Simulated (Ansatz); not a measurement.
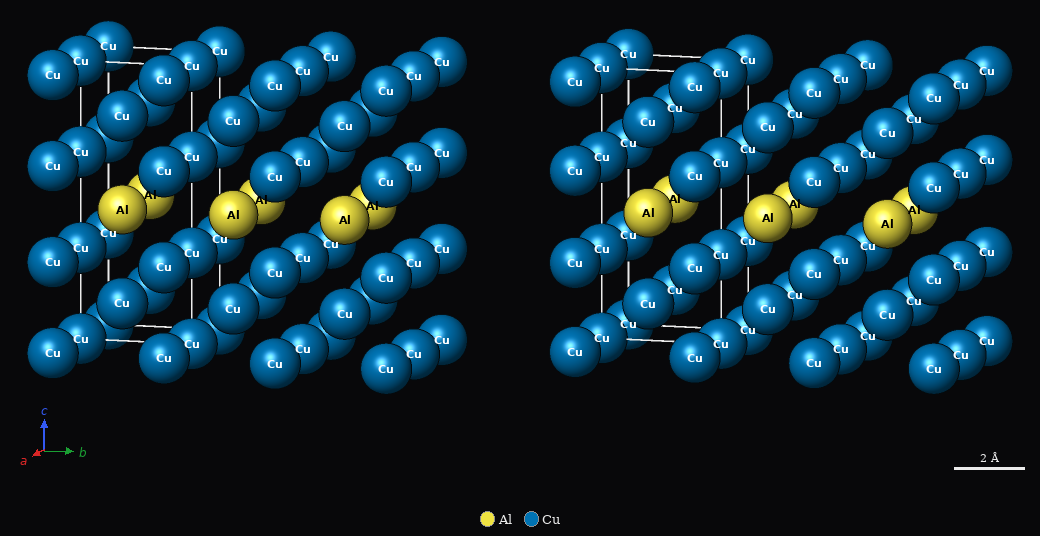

Two geometries of a crystal of AlCu₅ (a generated structure, set up in Pmmm), drawn at one scale. One is the start of a relaxation, the other its converged end. Style: spheres-only. Shown: the cell of the calculation, repeated 2 × 3 × 1 with one cell outlined, slightly off an axis.

Method: Ansatz 0.2.0, DFT PBE, scalar-relativistic, plane waves, PAW. Set-up: plane-wave cutoff 420 eV; k-point mesh 14 × 12 × 6; occupations gaussian; smearing width 0.1 eV; no spin polarisation; cell and atoms relaxed; force threshold 0.01 eV/Å; at most 80 steps.

> Which geometry has the lower energy?

The right one is the relaxed one. The largest moves relative to the cell, 0.018 Å, are those of Cu atoms. Al stays in place. The drawn cell changes as follows: a 2.772 → 2.655 Å (−4.2 %), b 3.324 → 3.576 Å (+7.6 %), c 8.060 → 7.835 Å (−2.8 %); the volume changes by +0.2 %. Near-neighbour distances that change, for instance: Cu–Cu 2.772 → 2.655 Å, Al–Al 2.772 → 2.655 Å, Cu–Cu 2.784 → 2.671 Å, Al–Cu 2.720 → 2.635 Å. The space group stays Pmmm (No. 47). The energy falls by 5.4 meV per atom in 6 accepted moves (8 points after the start). The largest force component goes from 0.091 to 0.001 eV/Å. The pressure goes from 0.28 to −0.01 GPa. The SCF was repeated twice at an unchanged geometry on a basis and grid sized afresh for the cell, which shifted the energy by 0.2 meV per atom at most.
